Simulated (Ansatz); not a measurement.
**AlClH3NOSi: rigid torsion scan in Python**

Wanted for AlClH3NOSi: a rigid torsion scan. SMILES: O[SiH]1[NH][Al]1[Cl].

All numbers are computed with the Python package of Ansatz 0.2.0. Level of theory: PBE/6-31G*.

## Step 1: Starting point

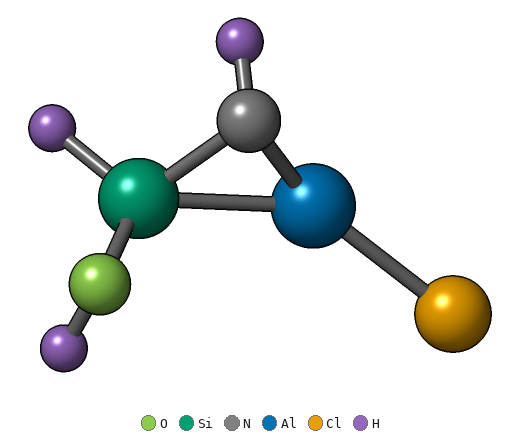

The structure that the script starts from, seen from a chosen angle (oxygen green, silicon teal, nitrogen grey, aluminium blue, chlorine amber, hydrogen purple).

The script holds or builds the structure itself.

## Step 2: Script

Input file alclh3nosi_torsion.py:

```python
"""Rigid torsion scan of AlClH3NOSi."""

import ansatz as az
from ase import Atoms

BASIS = "6-31G*"
FUNCTIONAL = "PBE"
FORCE_TOL = 0.02


def main() -> None:
    atoms = Atoms(["O", "Si", "N", "Al", "Cl", "H", "H", "H"], positions=[
        [-0.6392, 1.0097, 1.5729],
        [0.4441, 0.5145, 0.3918],
        [0.3796, -1.2802, 0.279],
        [-0.3832, -0.735, -1.3312],
        [-2.0779, -0.9941, -2.8269],
        [-0.8934, 2.0021, 1.2947],
        [1.8541, 1.0046, 0.5537],
        [1.4081, -1.5786, 0.0103],
    ])

    # relax first, so that the scan starts from a minimum
    first = (
        az.Crystal.molecule_from_ase(atoms).calculation()
        .basis(gaussian=BASIS)
        .functional(FUNCTIONAL)
        .relax(force_tolerance=FORCE_TOL, max_steps=80)
    )
    atoms.positions = first.run(threads=1, backend="cpu").report["positions_ang"]

    start = atoms.get_dihedral(2, 1, 0, 5)
    energies = {}
    for turn in range(0, 360, 30):
        turned = atoms.copy()
        turned.set_dihedral(2, 1, 0, 5, start + turn, indices=[0, 5])
        base = az.Crystal.molecule_from_ase(turned).calculation().basis(gaussian=BASIS).functional(FUNCTIONAL)
        energies[round((start + turn) % 360)] = base.run(threads=1, backend="cpu").report["free_energy_ev"]
    floor = min(energies.values())
    print("dihedral N2-Si1-O0-H5 (deg)   E - E(min) (eV)")
    for angle, e in sorted(energies.items()):
        print(f"{angle:8d} {(e - floor):14.3f}  " + "#" * int(30 * (e - floor) / max(max(energies.values()) - floor, 1e-9)))


if __name__ == "__main__":
    main()
```

## Step 3: The calls as engine input

The engine receives this input (first run):

```yaml
crystal:
  periodic: [false, false, false]
  atoms:
    - { symbol: O, position_ang: [-0.6392, 1.0097, 1.5729] }
    - { symbol: Si, position_ang: [0.4441, 0.5145, 0.3918] }
    - { symbol: "N", position_ang: [0.3796, -1.2802, 0.279] }
    - { symbol: Al, position_ang: [-0.3832, -0.735, -1.3312] }
    - { symbol: Cl, position_ang: [-2.0779, -0.9941, -2.8269] }
    - { symbol: H, position_ang: [-0.8934, 2.0021, 1.2947] }
    - { symbol: H, position_ang: [1.8541, 1.0046, 0.5537] }
    - { symbol: H, position_ang: [1.4081, -1.5786, 0.0103] }
basis:
  gaussian:
    orbitals: "6-31G*"
hamiltonian:
  xc: pbe
relax:
  f_tol: 0.02
  max_steps: 80
```

## Step 4: Running it

Launch:

```
> python alclh3nosi_torsion.py
```

Output:

```text
dihedral N2-Si1-O0-H5 (deg)   E - E(min) (eV)
       7          0.168  ####################
      37          0.251  ##############################
      67          0.238  ############################
      97          0.173  ####################
     127          0.134  ################
     157          0.151  ##################
     187          0.197  #######################
     217          0.210  #########################
     247          0.148  #################
     277          0.049  #####
     307          0.000
     337          0.051  ######
```

It took 62 s on 1 thread of Intel Xeon 6975P-C (Granite Rapids), shared host; peak memory 0.26 GiB.

## Step 5: How the relaxation of run 0 went

Step by step:

```
step  energy from step 1 (eV)  largest force component (eV/Å)
   1                   0.0000                          2.9134
   2                  -0.6040                          1.8666
   3                  -1.0643                          1.0619
   4                  -1.3209                          0.9331
   5                  -1.4098                          0.5572
   6                  -1.3811                          1.3301
   7                  -1.4435                          0.2129
   8                  -1.4666                          0.5504
   9                  -1.5199                          0.4231
  10                  -1.5809                          0.5530
  11                  -1.5968                          0.1565
  12                  -1.5976                          0.1465
  13                  -1.5795                          1.0411
  14                  -1.5987                          0.0695
  15                  -1.5990                          0.1982
  16                  -1.5995                          0.0144
```

Step 1 is the start. Steps 6, 13 were tried and not accepted.

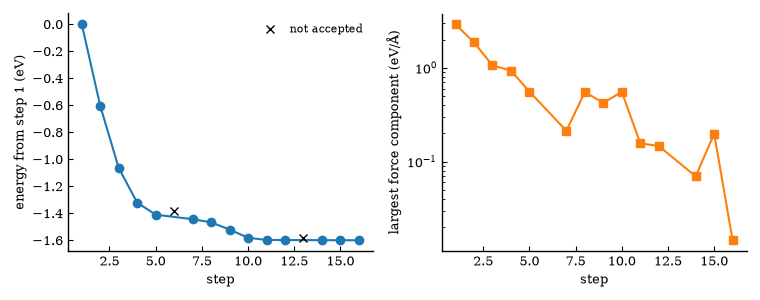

Energy and largest force along the relaxation.

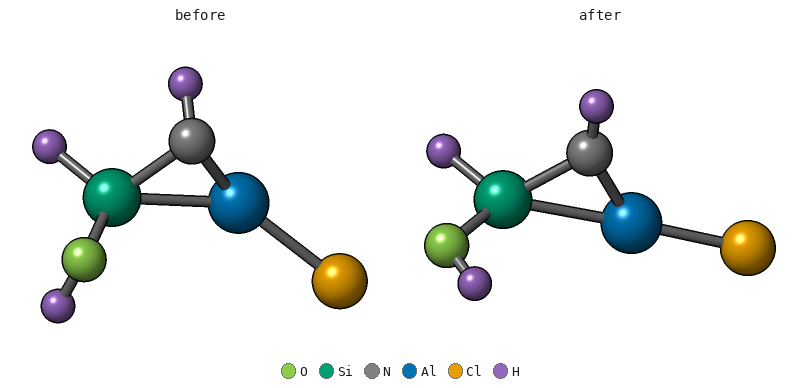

The structure before (left) and after (right) the relaxation, drawn at the same scale.

Before: Bond lengths: O1–Si2 1.677 Å, Si2–N3 1.799 Å, Si2–Al4 2.284 Å, N3–Al4 1.863 Å, Al4–Cl5 2.275 Å, O1–H6 1.062 Å, Si2–H7 1.502 Å, N3–H8 1.104 Å. Angles: O1–Si2–N3 108.4°, O1–Si2–Al4 117.3°, O1–Si2–H7 115.7°, N3–Si2–Al4 52.7°, N3–Si2–H7 111.5°, Al4–Si2–H7 126.9°, Si2–O1–H6 104.2°, Si2–N3–Al4 77.1°, Si2–N3–H8 104.6°, Al4–N3–H8 104.5°, Si2–Al4–N3 50.2°, Si2–Al4–Cl5 145.9°, N3–Al4–Cl5 147.1°.

After: Bond lengths: O1–Si2 1.679 Å, Si2–N3 1.780 Å, Si2–Al4 2.333 Å, N3–Al4 1.813 Å, Al4–Cl5 2.123 Å, O1–H6 0.977 Å, Si2–H7 1.500 Å, N3–H8 1.027 Å. Angles: O1–Si2–N3 119.8°, O1–Si2–Al4 129.9°, O1–Si2–H7 100.5°, N3–Si2–Al4 50.1°, N3–Si2–H7 117.7°, Al4–Si2–H7 128.5°, Si2–O1–H6 113.5°, Si2–N3–Al4 81.0°, Si2–N3–H8 129.4°, Al4–N3–H8 149.4°, Si2–Al4–N3 48.9°, Si2–Al4–Cl5 178.2°, N3–Al4–Cl5 132.1°.

Run 0 is this relaxation; the runs after it count from 1.

## Step 6: What each run gave

From the records of these 12 runs:

| run | turn (°) | energy from run 1 (eV) | SCF cycles | CPU time (s) |
| --- | --- | --- | --- | --- |
| 1 | 0 | 0.0000 | 19 | 1.4 |
| 2 | 30 | 0.0511 | 19 | 1.4 |
| 3 | 60 | 0.1684 | 17 | 1.3 |
| 4 | 90 | 0.2505 | 17 | 1.2 |
| 5 | 120 | 0.2376 | 19 | 1.4 |
| 6 | 150 | 0.1728 | 19 | 1.7 |
| 7 | 180 | 0.1337 | 18 | 2 |
| 8 | 210 | 0.1511 | 19 | 1.8 |
| 9 | 240 | 0.1975 | 20 | 1.8 |
| 10 | 270 | 0.2103 | 19 | 1.8 |
| 11 | 300 | 0.1478 | 19 | 1.8 |
| 12 | 330 | 0.0490 | 19 | 1.8 |

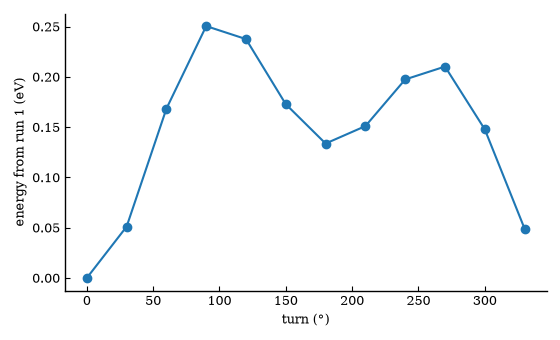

Energy against turn; lines join the points.

## Step 7: Outcome

| quantity | value |
| --- | --- |
| runs compared | 12 |
| range of energy | 0.251 eV |
| lowest point, turn (°) | 0 |

In words: The lowest point is at 307° and the highest at 37°, 0.251 eV (24.2 kJ/mol) above it, with the rest of the molecule held. Run 0: The relaxation took 13 moves; the largest shift is 0.917 Å, of atom 8 (H). So large a move can change the bonding: the results belong to the relaxed structure. The scan is rigid and the energies are electronic, in a modest basis. With rigid groups the curve can differ much from the relaxed path, the start wasn't checked as a minimum of this torsion, and equivalent turns needn't return to the same energy.
